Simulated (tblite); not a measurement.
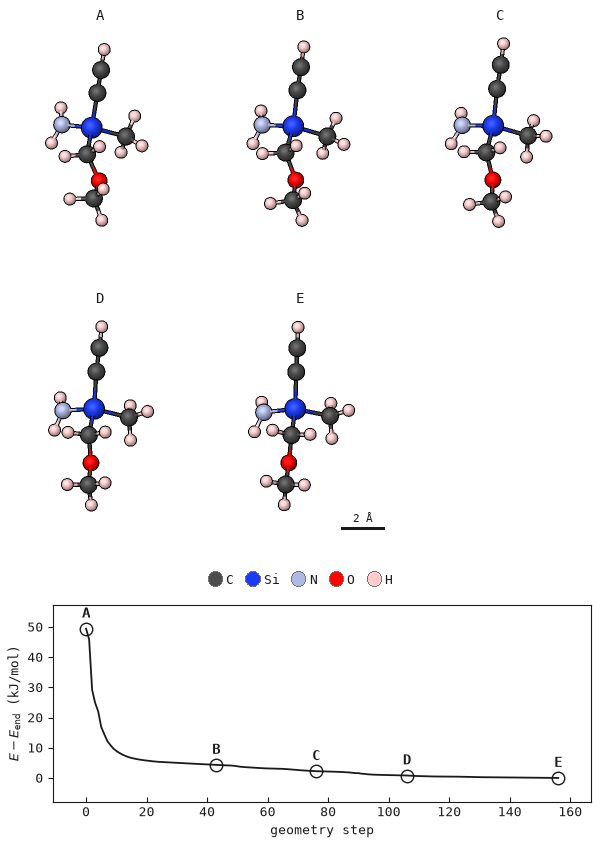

Frames of a relaxation of C₅H₁₁NOSi, marked on the history of the run. A ball-and-stick model, seen from a free direction.

Level of theory: tblite, GFN2-xTB geometry optimisation, gas phase. 

Question: What happens along the run?

Answer: An H atom moves most after the best rigid fit: 1.00 Å. Largest moves by element: H 1.00 Å, O 0.49 Å, C 0.46 Å, N 0.33 Å, Si 0.20 Å. Near-neighbour distances that change, for instance: C–Si 1.845 → 1.911 Å, C–Si 1.817 → 1.861 Å, C–H 1.140 → 1.098 Å, N–Si 1.758 → 1.726 Å. Among the angles between lasting bonds that change: N–Si–C 113.8° → 105.2°, H–N–H 118.9° → 110.6°, C–O–C 104.9° → 113.1°. Groups turn about C–Si by about 35°, C–Si by about 30°. After 156 geometry steps the energy has fallen by 49.4 kJ/mol. From step 0 to 43: H atoms move most (0.24 Å), energy −45.1 kJ/mol. From step 43 to 76: an H atom moves most (0.48 Å), energy −2.08 kJ/mol. From step 76 to 106: an H atom moves most (0.39 Å), energy −1.43 kJ/mol. From step 106 to 156: an H atom moves most (0.33 Å), energy −0.81 kJ/mol.

```
step  E − E(0), kJ/mol
   0              0.00
   1             -3.53
   2            -20.28
   3            -24.59
   4            -27.37
   5            -32.52
   6            -34.92
   7            -37.17
   8            -38.49
   9            -39.67
  10            -40.47
  18            -43.39
  25            -44.14
  33            -44.55
  41            -45.01
  48            -45.31
  56            -46.04
  64            -46.36
  71            -46.88
  79            -47.26
  87            -47.59
  95            -48.33
 102            -48.47
 110            -48.80
 118            -48.96
 125            -49.05
 133            -49.18
 141            -49.23
 148            -49.34
 156            -49.41
```
